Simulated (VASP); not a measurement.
# Driving VASP from ASE on CoSi2, part 3 of 4

Do ASE scripts that read CoSi2 from different structure formats give one answer, and do several routes find one equilibrium volume? All runs use LDA. Left out of this account: 1 further run (fields: a reference on another mesh). The start is a cell from a database of measured crystal structures.

VASP 6.6.1, plane waves and PAW; the level of theory is named at each step.

So far. Step 2 (Total energy, forces and stress (LDA, through ASE)): The pressure is -9.26 GPa and the largest force 0.000 eV/Å, so the cell is not at a minimum at these settings. Step 3 (Self-consistent run (LDA, through ASE)): The energy lies +5.90 meV an atom from the first script, since this cell and mesh sample the zone at other points.

## (4) Relaxing cell and atoms (LDA, through ASE)

This step: LDA, spin-polarised from a ferromagnetic start (one magnetic atom a cell); plane waves and PAW (Co, Si) (VASP 6.6.1).

System of this step: CoSi2. It takes space group Fm-3m (No. 225, cubic). Conventional cell: a = 5.365 Å, b = 5.365 Å, c = 5.365 Å, α = 90.00°, β = 90.00°, γ = 90.00°. Nearest to Co lie 8 Si at 2.32 Å. Nearest to Si lie 4 Co at 2.32 Å. Farther neighbours are not listed.

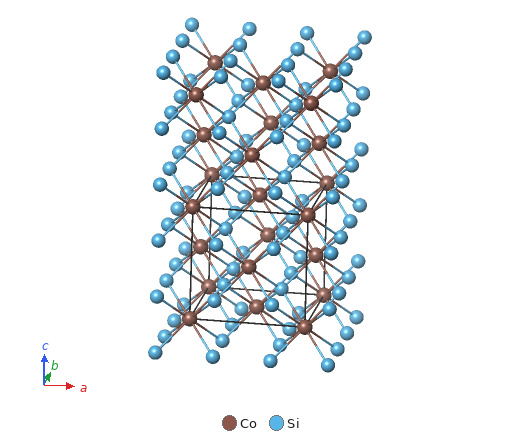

The cell of this step (cobalt brown, silicon blue). 1×1×2 conventional cells are drawn. Some periodic images of atoms are drawn too.

Properties are meant for the cell that this level of theory prefers, so cell and atoms are relaxed first (ISIF = 3) until forces and stress are small; EDIFFG sets the threshold.

The input, run.py:

```python
import numpy as np
from ase.calculators.vasp import Vasp
from ase.io import read

atoms = read('CoSi2.cif')

calc = Vasp(
    xc='lda',
    pp='LDA',
    prec='Accurate',
    encut=400,
    ediff=1e-06,
    nelm=100,
    ismear=-1,
    sigma=0.05,
    lreal=False,
    algo='Normal',
    nbands=18,
    ispin=2,
    lasph=True,
    lmaxmix=4,
    lorbit=11,
    lwave=False,
    lcharg=False,
    kpar=4,
    ibrion=2,
    nsw=60,
    isif=3,
    ediffg=-0.01,
    pp_version='64',
    setups={'Co': '', 'Si': ''},
    kpts=(10, 10, 10),
    gamma=True,
    txt='vasp.out',
    magmom=[2.0, 0.0, 0.0],
)
atoms.calc = calc

print("energy (eV):", round(atoms.get_potential_energy(), 6))
print("Fermi level (eV):", round(calc.get_fermi_level(), 4))
print("forces (eV/A):")
print(np.round(atoms.get_forces(), 4))
print("stress (GPa, Voigt, tension positive):", np.round(atoms.get_stress() * 160.21766, 3))
print("magnetic moment (muB):", round(atoms.get_magnetic_moment(), 3))
print("cell (A, degrees):", np.round(atoms.cell.cellpar(), 4))
print("volume (A^3):", round(atoms.get_volume(), 4))
print("positions:")
print(np.round(atoms.get_scaled_positions(), 5))
```

The input, CoSi2.cif:

```cif
data_CoSi2
_cell_length_a 3.79362788
_cell_length_b 3.79362788
_cell_length_c 3.79362788
_cell_angle_alpha 60.00000000
_cell_angle_beta 60.00000000
_cell_angle_gamma 60.00000000
_space_group_name_H-M_alt 'P1'
_space_group_name_Hall 'P 1'
_space_group_IT_number 1
loop_
_space_group_symop_operation_xyz
'x,y,z'
loop_
_atom_site_label
_atom_site_type_symbol
_atom_site_symmetry_multiplicity
_atom_site_Wyckoff_symbol
_atom_site_fract_x
_atom_site_fract_y
_atom_site_fract_z
_atom_site_occupancy
Co1 Co 1 a 0.0000000000 0.0000000000 0.0000000000 1
Si1 Si 1 a 0.2500000000 0.2500000000 0.2500000000 1
Si2 Si 1 a 0.7500000000 0.7500000000 0.7500000000 1
```

PAW data sets: Co and Si (LDA family, release 64).

Run with:

```console
$ export ASE_VASP_COMMAND="mpirun -np 4 vasp_std"
$ python run.py
```

The log of the run:

```text
energy (eV): -21.932262
Fermi level (eV): 10.6221
forces (eV/A):
[[-0.  0.  0.]
 [ 0. -0. -0.]
 [-0.  0.  0.]]
stress (GPa, Voigt, tension positive): [0.127 0.127 0.127 0.    0.    0.   ]
magnetic moment (muB): 0.0
cell (A, degrees): [ 3.7307  3.7307  3.7307 60.     60.     60.    ]
volume (A^3): 36.7155
positions:
[[0.   0.   0.  ]
 [0.25 0.25 0.25]
 [0.75 0.75 0.75]]
```

The job ended after 41 s (4 MPI ranks of Intel Xeon Platinum 8259CL at 2.50GHz (Skylake/Cascade Lake), shared host; peak memory 0.69 GiB).

The INCAR that ASE wrote:

```
ENCUT = 400.000000
SIGMA = 0.050000
EDIFF = 1.00e-06
EDIFFG = -1.00e-02
ALGO = Normal
PREC = Accurate
IBRION = 2
ISIF = 3
ISMEAR = -1
ISPIN = 2
KPAR = 4
LMAXMIX = 4
LORBIT = 11
NBANDS = 18
NELM = 100
NSW = 60
MAGMOM = 1*2.0000 2*0.0000
LASPH = .TRUE.
LCHARG = .FALSE.
LWAVE = .FALSE.
LREAL = .FALSE.
```

The KPOINTS that ASE wrote:

```
KPOINTS created by Atomic Simulation Environment
0
Gamma
10 10 10
0 0 0
```

VASP's own log, vasp.out:

```text
[... set-up lines as in an earlier step ...]
 entering main loop
       N       E                     dE             d eps       ncg     rms          rms(c)
DAV:   1     0.531934304160E+02    0.53193E+02   -0.56400E+03  3424   0.730E+02
DAV:   2    -0.196105332492E+02   -0.72804E+02   -0.64223E+02  3590   0.171E+02
DAV:   3    -0.229100257335E+02   -0.32995E+01   -0.32081E+01  4350   0.410E+01
DAV:   4    -0.229664047401E+02   -0.56379E-01   -0.56262E-01  4052   0.500E+00
DAV:   5    -0.229680799650E+02   -0.16752E-02   -0.16750E-02  4234   0.906E-01    0.160E+01
DAV:   6    -0.271120495477E+02   -0.41440E+01   -0.19410E+01  3608   0.927E+01    0.188E+01
DAV:   7    -0.219320608380E+02    0.51800E+01   -0.96254E+00  4190   0.732E+01    0.341E+00
DAV:   8    -0.219159088796E+02    0.16152E-01   -0.64194E-01  4080   0.487E+00    0.206E+00
DAV:   9    -0.218786469872E+02    0.37262E-01   -0.73060E-02  4030   0.453E+00    0.757E-01
DAV:  10    -0.218780961774E+02    0.55081E-03   -0.37338E-03  4730   0.506E-01    0.326E-01
DAV:  11    -0.218776875174E+02    0.40866E-03   -0.49714E-04  4570   0.355E-01    0.141E-01
DAV:  12    -0.218777090656E+02   -0.21548E-04   -0.11325E-04  4558   0.120E-01    0.462E-02
DAV:  13    -0.218777023410E+02    0.67246E-05   -0.11866E-05  4650   0.428E-02    0.149E-02
DAV:  14    -0.218777012553E+02    0.10857E-05   -0.58654E-07  2082   0.963E-03    0.411E-03
DAV:  15    -0.218777013434E+02   -0.88060E-07   -0.37052E-07  2070   0.485E-03
   1 F= -.21877701E+02 E0= -.21873877E+02  d E =-.218777E+02  mag=     0.0000
 curvature:   0.00 expect dE= 0.000E+00 dE for cont linesearch  0.000E+00
 trial: gam= 0.00000 g(F)=  0.374E-45 g(S)=  0.240E+00 ort = 0.000E+00 (trialstep = 0.100E+01)
 search vector abs. value=  0.240E+00
 bond charge predicted
       N       E                     dE             d eps       ncg     rms          rms(c)
DAV:   1    -0.241778843809E+02   -0.23002E+01   -0.18859E+01  3712   0.723E+01    0.153E+01
DAV:   2    -0.290031446090E+02   -0.48253E+01   -0.29263E+01  3592   0.117E+02    0.208E+01
DAV:   3    -0.218386307692E+02    0.71645E+01   -0.13369E+01  4084   0.883E+01    0.327E+00
DAV:   4    -0.218890885335E+02   -0.50458E-01   -0.10170E+00  3926   0.585E+00    0.227E+00
DAV:   5    -0.218551434945E+02    0.33945E-01   -0.65081E-02  4572   0.455E+00    0.115E+00
DAV:   6    -0.218503280335E+02    0.48155E-02   -0.11203E-02  4728   0.163E+00    0.236E-01
DAV:   7    -0.218504536386E+02   -0.12561E-03   -0.83327E-04  5140   0.308E-01    0.170E-01
DAV:   8    -0.218503743902E+02    0.79248E-04   -0.22824E-04  4364   0.296E-01    0.290E-02
DAV:   9    -0.218503758262E+02   -0.14360E-05   -0.17007E-05  4784   0.400E-02    0.115E-02
DAV:  10    -0.218503758306E+02   -0.43710E-08   -0.29804E-07  2016   0.473E-03
   2 F= -.21850376E+02 E0= -.21847316E+02  d E =0.273255E-01  mag=    -0.0000
 trial-energy change:    0.027326  1 .order    0.040265   -0.240022    0.320551
 step:   0.4626(harm=  0.4282)  dis= 0.00000  next Energy=   -21.934500 (dE=-0.568E-01)
 bond charge predicted
       N       E                     dE             d eps       ncg     rms          rms(c)
DAV:   1    -0.226147210227E+02   -0.76435E+00   -0.56537E+00  3588   0.408E+01    0.748E+00
DAV:   2    -0.243532870992E+02   -0.17386E+01   -0.10718E+01  4128   0.702E+01    0.133E+01
DAV:   3    -0.219623709261E+02    0.23909E+01   -0.45044E+00  3684   0.431E+01    0.194E+00
DAV:   4    -0.219480748744E+02    0.14296E-01   -0.95130E-02  3510   0.268E+00    0.115E+00
DAV:   5    -0.219360264586E+02    0.12048E-01   -0.71485E-03  5238   0.135E+00    0.295E-01
DAV:   6    -0.219356890452E+02    0.33741E-03   -0.95432E-04  5062   0.281E-01    0.128E-01
DAV:   7    -0.219356783886E+02    0.10657E-04   -0.43434E-05  5128   0.722E-02    0.215E-02
DAV:   8    -0.219356781619E+02    0.22666E-06   -0.34445E-06  3274   0.158E-02
   3 F= -.21935678E+02 E0= -.21932262E+02  d E =-.579768E-01  mag=    -0.0000
 curvature:  -0.21 expect dE=-0.875E-05 dE for cont linesearch -0.875E-05
 trial: gam=-0.01290 g(F)=  0.238E-45 g(S)=  0.410E-04 ort = 0.314E-02 (trialstep = 0.893E+00)
 search vector abs. value=  0.710E-08
 reached required accuracy - stopping structural energy minimisation
```

Parts of OUTCAR (step 4):

```text
  LATTYP: Found a face centered cubic cell.
 ALAT       =     5.3649999985

The static configuration has the point symmetry O_h .

 Found     47 irreducible k-points:

   NELECT =      17.0000    total number of electrons

 E-fermi :  10.6221

 spin component 1
 k-point     1 :       0.0000    0.0000    0.0000
  band No.  band energies     occupation
    ...
      2       6.3184      1.00000
      3       6.3184      1.00000
      4       6.3184      1.00000
      5       8.5540      1.00000
      6       8.5540      1.00000
      7      11.7439      0.00000
      8      14.1005      0.00000
      9      14.1005      0.00000
     10      14.1005      0.00000
     11      14.2122      0.00000
    ...

 k-point     2 :       0.1000    0.0000    0.0000
  band No.  band energies     occupation
    ...
      2       5.9711      1.00000
      3       6.3743      1.00000
      4       6.3743      1.00000
      5       8.5078      1.00000
      6       8.5078      1.00000
      7      11.6628      0.00000
      8      12.5874      0.00000
      9      13.2348      0.00000
     10      13.2348      0.00000
     11      15.1111      0.00000
    ...

 k-point     3 :       0.2000    0.0000    0.0000
  band No.  band energies     occupation
    ...
      3       6.5198      1.00000
      4       6.5198      1.00000
      5       8.4240      1.00000
      6       8.4240      1.00000
      7      10.3221      0.99753
      8      12.3275      0.00000
      9      12.3275      0.00000
     10      12.8738      0.00000
     11      14.9488      0.00000
     12      14.9488      0.00000
    ...

 k-point     4 :       0.3000    0.0000    0.0000
  band No.  band energies     occupation
    ...
      3       6.6857      1.00000
      4       6.6857      1.00000
      5       8.4364      1.00000
      6       8.4364      1.00000
      7       9.1684      1.00000
      8      11.3999      0.00000
      9      11.3999      0.00000
     10      13.3291      0.00000
     11      14.4910      0.00000
     12      14.4910      0.00000
    ...

  Total       -0.0291532     -0.0291532     -0.0291532     -0.0000000     -0.0000000     -0.0000000
  in kB       -1.2721775     -1.2721775     -1.2721775     -0.0000000     -0.0000000     -0.0000000
  external PRESSURE =      -1.2721775 kB  Pullay stress =       0.0000000 kB

  energy-cutoff  :      400.00
  volume of cell :       36.72
      direct lattice vectors                 reciprocal lattice vectors
     3.730679907 -0.000000000 -0.000000000     0.268047655 -0.154757386 -0.109429997
     1.865339954  3.230863573 -0.000000000     0.000000000  0.309514771 -0.109429997
     1.865339954  1.076954524  3.046087389     0.000000000  0.000000000  0.328289991

 POSITION                                       TOTAL-FORCE (eV/Angst)
 -----------------------------------------------------------------------------------
      0.00000     -0.00000     -0.00000        -0.000000      0.000000      0.000000
      1.86534      1.07695      0.76152         0.000000     -0.000000     -0.000000
      5.59602      3.23086      2.28457        -0.000000      0.000000      0.000000
 -----------------------------------------------------------------------------------
    total drift:                                0.000000      0.000000     -0.000000

  FREE ENERGIE OF THE ION-ELECTRON SYSTEM (eV)
  ---------------------------------------------------
  free  energy   TOTEN  =       -21.9356781619 eV

  energy  without entropy=      -21.9288462693  energy(sigma->0) =      -21.93226222

 reached required accuracy - stopping structural energy minimisation

 total charge
# of ion       s       p       d       tot
------------------------------------------
    1        0.567   0.773   7.665   9.004
    2        0.723   0.909   0.000   1.632
    3        0.723   0.909   0.000   1.632
--------------------------------------------------
tot          2.012   2.592   7.665  12.269

 magnetization (x)
# of ion       s       p       d       tot
------------------------------------------
    1        0.000  -0.000   0.000   0.000
    2       -0.000  -0.000   0.000  -0.000
    3       -0.000  -0.000   0.000  -0.000
--------------------------------------------------
tot          0.000  -0.000   0.000   0.000

[... 4 parts as in an earlier step ...]

[... 6 further parts left out ...]
```

The run keeps the 48 symmetry operations of its start, so it cannot find a distortion of lower symmetry.

Step by step:

| step | energy less that of the first step (eV) | largest force (eV/Å) | pressure (GPa) | volume (Å³) |
| --- | --- | --- | --- | --- |
| 1 | 0.0000 | 0.0000 | -9.26 | 38.61 |
| 2 | 0.0273 | 0.0000 | 13.79 | 34.60 |
| 3 | -0.0580 | 0.0000 | -0.13 | 36.72 |

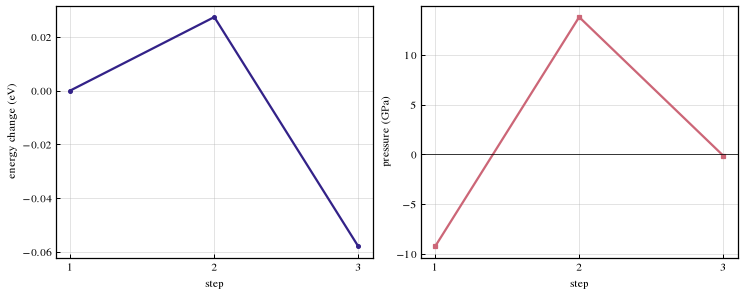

Energy and pressure along the relaxation.

| conventional cell, symmetrised | before | after | change |
| --- | --- | --- | --- |
| a (Å) | 5.365 | 5.276 | -1.7 % |
| b (Å) | 5.365 | 5.276 | -1.7 % |
| c (Å) | 5.365 | 5.276 | -1.7 % |
| volume (Å³/atom) | 12.87 | 12.24 | -4.9 % |

Final coordinates:

```
Co Si
1.0
     3.73068    0.00000    0.00000
     1.86534    3.23086    0.00000
     1.86534    1.07695    3.04609
Co Si
1 2
Direct
  0.00000 0.00000 0.00000
  0.25000 0.25000 0.25000
  0.75000 0.75000 0.75000
```

This step gave:

- electrons: 17
- bands: 18
- irreducible k-points: 47
- free energy (TOTEN): -21.94 eV
- energy at zero smearing: -21.93 eV
- Fermi energy: 10.62 eV
- pressure: -0.1272 GPa
- SCF cycles over all ionic steps: 33

The spin moment in the PAW sphere vanishes on all atoms.

It ends with forces that vanish by symmetry and a pressure of -0.13 GPa.

## (5) Energy against volume, from ASE (LDA)

An ASE loop scales the volume and fits the energies, which gives the bulk modulus from energies alone.

The input, run.py:

```python
import numpy as np
from ase.calculators.vasp import Vasp
from ase.io import read
from ase.eos import EquationOfState
from ase.units import GPa

atoms = read('CoSi2.cif')

calc = Vasp(
    xc='lda',
    pp='LDA',
    prec='Accurate',
    encut=400,
    ediff=1e-06,
    nelm=100,
    ismear=-1,
    sigma=0.05,
    lreal=False,
    algo='Normal',
    nbands=18,
    ispin=2,
    lasph=True,
    lmaxmix=4,
    lorbit=11,
    lwave=False,
    lcharg=False,
    kpar=4,
    isif=2,
    pp_version='64',
    setups={'Co': '', 'Si': ''},
    kpts=(10, 10, 10),
    gamma=True,
    txt='vasp.out',
    magmom=[2.0, 0.0, 0.0],
)
atoms.calc = calc

cell, volumes, energies = atoms.get_cell(), [], []
for x in [0.94, 0.96, 0.98, 1.0, 1.02, 1.04, 1.06]:
    atoms.set_cell(cell * x ** (1 / 3), scale_atoms=True)
    volumes.append(atoms.get_volume())
    energies.append(atoms.get_potential_energy())
    print(f"{x:.2f}  V = {volumes[-1]:.4f} A^3  E = {energies[-1]:.6f} eV")
v0, e0, b0 = EquationOfState(volumes, energies, eos="birchmurnaghan").fit()
print(f"V0 = {v0:.4f} A^3  E0 = {e0:.6f} eV  B0 = {b0 / GPa:.2f} GPa")
```

CoSi2.cif is that of step 4.

The log of the run:

```text
0.94  V = 36.2892 A^3  E = -21.926282 eV
0.96  V = 37.0613 A^3  E = -21.927769 eV
0.98  V = 37.8334 A^3  E = -21.909575 eV
1.00  V = 38.6055 A^3  E = -21.873877 eV
1.02  V = 39.3776 A^3  E = -21.822612 eV
1.04  V = 40.1497 A^3  E = -21.757455 eV
1.06  V = 40.9218 A^3  E = -21.680105 eV
V0 = 36.7272 A^3  E0 = -21.929685 eV  B0 = 204.42 GPa
```

The job ended after 1.8 min (4 MPI ranks; peak memory 0.64 GiB; 6.3 min of CPU time).

The INCAR that ASE wrote:

```
ENCUT = 400.000000
SIGMA = 0.050000
EDIFF = 1.00e-06
ALGO = Normal
PREC = Accurate
ISIF = 2
ISMEAR = -1
ISPIN = 2
KPAR = 4
LMAXMIX = 4
LORBIT = 11
NBANDS = 18
NELM = 100
MAGMOM = 1*2.0000 2*0.0000
LASPH = .TRUE.
LCHARG = .FALSE.
LWAVE = .FALSE.
LREAL = .FALSE.
```

The KPOINTS that ASE wrote:

```
KPOINTS created by Atomic Simulation Environment
0
Gamma
10 10 10
0 0 0
```

VASP's own log, vasp.out (the last of its runs):

```text
[banner, memory and clock lines left out]
running    4 mpi-ranks, on    1 nodes
 distrk:  each k-point on    1 cores,    4 groups
 distr:  one band on    1 cores,    1 groups

 POSCAR found type information on POSCAR CoSi
 POSCAR found :  2 types and       3 ions
 LDA part: xc-table for (Slater(with rela. corr.)+CA(PZ))
 , standard interpolation
 POSCAR, INCAR and KPOINTS ok, starting setup
 FFT: planning ... GRIDC
 FFT: planning ... GRID_SOFT
 FFT: planning ... GRID
 WAVECAR not read
 WARNING: random wavefunctions but no delay for mixing, default for NELMDL
 entering main loop
       N       E                     dE             d eps       ncg     rms          rms(c)
DAV:   1     0.517088482375E+02    0.51709E+02   -0.56634E+03  3464   0.726E+02
DAV:   2    -0.195596250149E+02   -0.71268E+02   -0.62711E+02  3650   0.168E+02
DAV:   3    -0.227559673545E+02   -0.31963E+01   -0.30700E+01  4326   0.392E+01
DAV:   4    -0.228121389012E+02   -0.56172E-01   -0.56067E-01  4102   0.497E+00
DAV:   5    -0.228137672231E+02   -0.16283E-02   -0.16281E-02  4250   0.879E-01    0.154E+01
DAV:   6    -0.278645413637E+02   -0.50508E+01   -0.21337E+01  3610   0.965E+01    0.211E+01
DAV:   7    -0.217320798015E+02    0.61325E+01   -0.10690E+01  4230   0.752E+01    0.319E+00
DAV:   8    -0.217285317022E+02    0.35481E-02   -0.81194E-01  4420   0.661E+00    0.217E+00
DAV:   9    -0.216854945049E+02    0.43037E-01   -0.10851E-01  3940   0.520E+00    0.748E-01
DAV:  10    -0.216850489259E+02    0.44558E-03   -0.49120E-03  4504   0.775E-01    0.331E-01
DAV:  11    -0.216846458490E+02    0.40308E-03   -0.40463E-04  4848   0.215E-01    0.150E-01
DAV:  12    -0.216846685477E+02   -0.22699E-04   -0.99589E-05  4500   0.118E-01    0.582E-02
DAV:  13    -0.216846545720E+02    0.13976E-04   -0.13068E-05  4756   0.449E-02    0.255E-02
DAV:  14    -0.216846498053E+02    0.47666E-05   -0.79865E-07  2104   0.107E-02    0.566E-03
DAV:  15    -0.216846498310E+02   -0.25691E-07   -0.51721E-07  2184   0.578E-03
   1 F= -.21684650E+02 E0= -.21680105E+02  d E =-.908904E-02  mag=     0.0000
```

Parts of OUTCAR (step 5):

```text
   ENCUT  =  400.0 eV  29.40 Ry    5.42 a.u.   6.31  6.31  6.31*2*pi/ulx,y,z

   NELECT =      17.0000    total number of electrons

 E-fermi :   9.1524

 spin component 1
 k-point     1 :       0.0000    0.0000    0.0000
  band No.  band energies     occupation
    ...
      2       5.3383      1.00000
      3       5.3383      1.00000
      4       5.3383      1.00000
      5       7.4459      1.00000
      6       7.4459      1.00000
      7       9.2316      0.17019
      8      12.3216      0.00000
      9      12.3216      0.00000
     10      12.3216      0.00000
     11      12.5931      0.00000
    ...

 k-point     2 :       0.1000    0.0000    0.0000
  band No.  band energies     occupation
    ...
      2       4.9364      1.00000
      3       5.3892      1.00000
      4       5.3892      1.00000
      5       7.4047      1.00000
      6       7.4047      1.00000
      7       9.4457      0.00282
      8      10.8309      0.00000
      9      11.5843      0.00000
     10      11.5843      0.00000
     11      13.2613      0.00000
    ...

  Total       -4.4308780     -4.4308780     -4.4308780     -0.0000000     -0.0000000     -0.0000000
  in kB     -173.4783638   -173.4783638   -173.4783638     -0.0000000     -0.0000000     -0.0000000
  external PRESSURE =    -173.4783638 kB  Pullay stress =       0.0000000 kB

 POSITION                                       TOTAL-FORCE (eV/Angst)
 -----------------------------------------------------------------------------------
      0.00000      0.00000      0.00000         0.000000      0.000000      0.000000
      1.93402      1.11660      0.78956         0.000000      0.000000      0.000000
      5.80205      3.34981      2.36868        -0.000000     -0.000000     -0.000000
 -----------------------------------------------------------------------------------
    total drift:                                0.000000     -0.000000     -0.000000

  FREE ENERGIE OF THE ION-ELECTRON SYSTEM (eV)
  ---------------------------------------------------
  free  energy   TOTEN  =       -21.6846498310 eV

  energy  without entropy=      -21.6755607884  energy(sigma->0) =      -21.68010531

 magnetization (x)
# of ion       s       p       d       tot
------------------------------------------
    1        0.000  -0.000  -0.000  -0.000
    2        0.000   0.000   0.000   0.000
    3        0.000   0.000   0.000   0.000
--------------------------------------------------
tot          0.000   0.000  -0.000  -0.000

[... 3 parts as in an earlier step ...]

[... 18 further parts left out ...]
```

The cell holds one magnetic atom, so no antiferromagnetic order fits into it.

Numbers from this step:

```
bulk modulus                  : 204.4 GPa
equilibrium volume of the fit : 12.24 Å³/atom
```

The fitted volume lies +0.03 % from the relaxed one.

(Continued in part 4 of 4.)

[Lines on the potential files, build, host, timing and source positions are cut from VASP's logs without a mark.]

[Logs are printed without paths, hosts, clocks, repeated set-up lines and the standing remarks that a program may print on its own settings, such as how far it seeks lower states.]

[Hosts, paths, dates, database ids (printed as entryN), source tags and the programs' standing remarks are cut or masked in the printed files.]

[A measured line is paired with the nearest computed mode of its activity, which favours agreement.]
